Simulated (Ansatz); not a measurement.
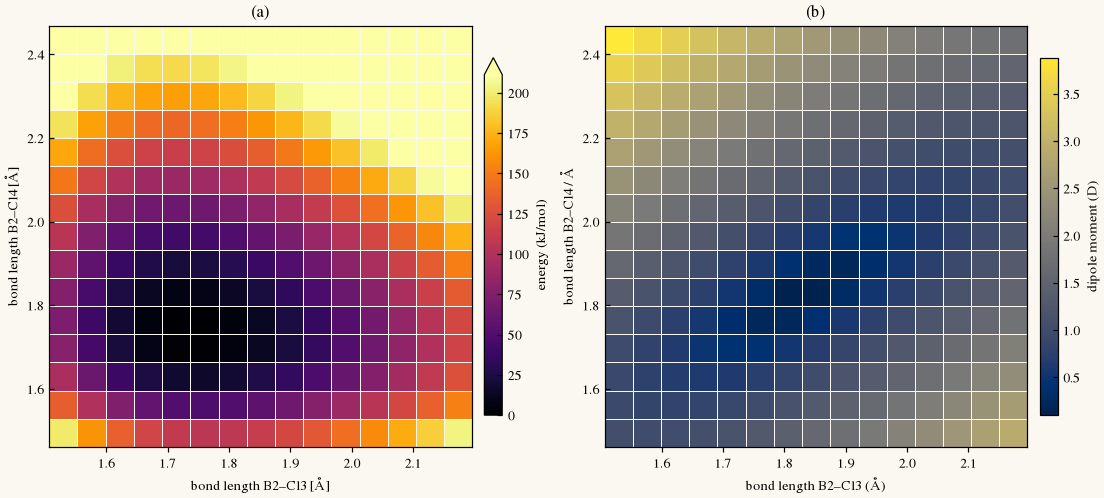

BCl₂F, SMILES FB(Cl)Cl. 
- First axis: bond length B2–Cl3. Second axis: bond length B2–Cl4.
- Nothing is relaxed (all other coordinates rigid).
- Grid: 15 × 15 points.
- Points are written as (first, second).
- Energies: kJ/mol, counted from the lowest grid point.
- The calculation used Ansatz 0.2.0, RKS PBE0-D4/def2-TZVP.

Panel (a) is the energy; panel (b) is the computed dipole moment, in D.

Drawn: one coloured cell a grid point, one colour for all values above the top of the scale.

How does the dipole moment vary over the map, and what is it at the lowest grid point?

Leaving out the highest fifth of the energies, it runs from 0.10 D at (1.852 Å, 1.831 Å) to 3.20 D at (1.622 Å, 2.367 Å). At the lowest grid point, (1.714 Å, 1.764 Å), it is 0.36 D.

| bond length B2–Cl4 ↓, bond length B2–Cl3 → | 1.530 | 1.576 | 1.622 | 1.668 | 1.714 | 1.760 | 1.806 | 1.852 | 1.898 | 1.944 | 1.990 | 2.036 | 2.082 | 2.128 | 2.173 |
| --- | --- | --- | --- | --- | --- | --- | --- | --- | --- | --- | --- | --- | --- | --- | --- |
| 2.434 | 3.88 | 3.68 | 3.48 | 3.29 | 3.10 | 2.91 | 2.73 | 2.56 | 2.40 | 2.25 | 2.11 | 1.99 | 1.88 | 1.80 | 1.74 |
| 2.367 | 3.60 | 3.40 | 3.20 | 3.01 | 2.82 | 2.64 | 2.46 | 2.29 | 2.13 | 1.99 | 1.86 | 1.74 | 1.65 | 1.58 | 1.54 |
| 2.300 | 3.31 | 3.11 | 2.92 | 2.72 | 2.54 | 2.35 | 2.18 | 2.01 | 1.86 | 1.72 | 1.60 | 1.50 | 1.42 | 1.37 | 1.35 |
| 2.233 | 3.02 | 2.82 | 2.63 | 2.44 | 2.25 | 2.07 | 1.89 | 1.73 | 1.58 | 1.45 | 1.34 | 1.25 | 1.20 | 1.18 | 1.19 |
| 2.166 | 2.73 | 2.53 | 2.34 | 2.14 | 1.96 | 1.77 | 1.60 | 1.44 | 1.30 | 1.17 | 1.08 | 1.02 | 1.00 | 1.02 | 1.07 |
| 2.099 | 2.43 | 2.24 | 2.04 | 1.85 | 1.66 | 1.48 | 1.31 | 1.15 | 1.01 | 0.90 | 0.83 | 0.81 | 0.84 | 0.91 | 1.02 |
| 2.032 | 2.15 | 1.95 | 1.75 | 1.56 | 1.37 | 1.18 | 1.01 | 0.85 | 0.72 | 0.64 | 0.62 | 0.66 | 0.76 | 0.90 | 1.04 |
| 1.965 | 1.87 | 1.67 | 1.47 | 1.27 | 1.07 | 0.88 | 0.70 | 0.55 | 0.44 | 0.42 | 0.49 | 0.63 | 0.80 | 0.97 | 1.15 |
| 1.898 | 1.60 | 1.40 | 1.20 | 0.99 | 0.79 | 0.59 | 0.40 | 0.25 | 0.23 | 0.36 | 0.54 | 0.74 | 0.93 | 1.13 | 1.33 |
| 1.831 | 1.35 | 1.15 | 0.95 | 0.74 | 0.53 | 0.32 | 0.11 | 0.10 | 0.31 | 0.52 | 0.73 | 0.93 | 1.14 | 1.34 | 1.54 |
| 1.764 | 1.14 | 0.94 | 0.75 | 0.55 | 0.36 | 0.22 | 0.23 | 0.38 | 0.57 | 0.77 | 0.98 | 1.18 | 1.39 | 1.59 | 1.79 |
| 1.697 | 0.98 | 0.81 | 0.64 | 0.50 | 0.41 | 0.43 | 0.53 | 0.68 | 0.86 | 1.05 | 1.25 | 1.45 | 1.66 | 1.86 | 2.06 |
| 1.629 | 0.91 | 0.77 | 0.67 | 0.61 | 0.63 | 0.71 | 0.83 | 0.99 | 1.16 | 1.35 | 1.54 | 1.74 | 1.94 | 2.14 | 2.34 |
| 1.562 | 0.93 | 0.85 | 0.81 | 0.83 | 0.89 | 0.99 | 1.13 | 1.29 | 1.46 | 1.64 | 1.83 | 2.03 | 2.22 | 2.42 | 2.62 |
| 1.495 | 1.03 | 1.00 | 1.02 | 1.07 | 1.16 | 1.28 | 1.42 | 1.58 | 1.75 | 1.93 | 2.12 | 2.31 | 2.51 | 2.71 | 2.90 |
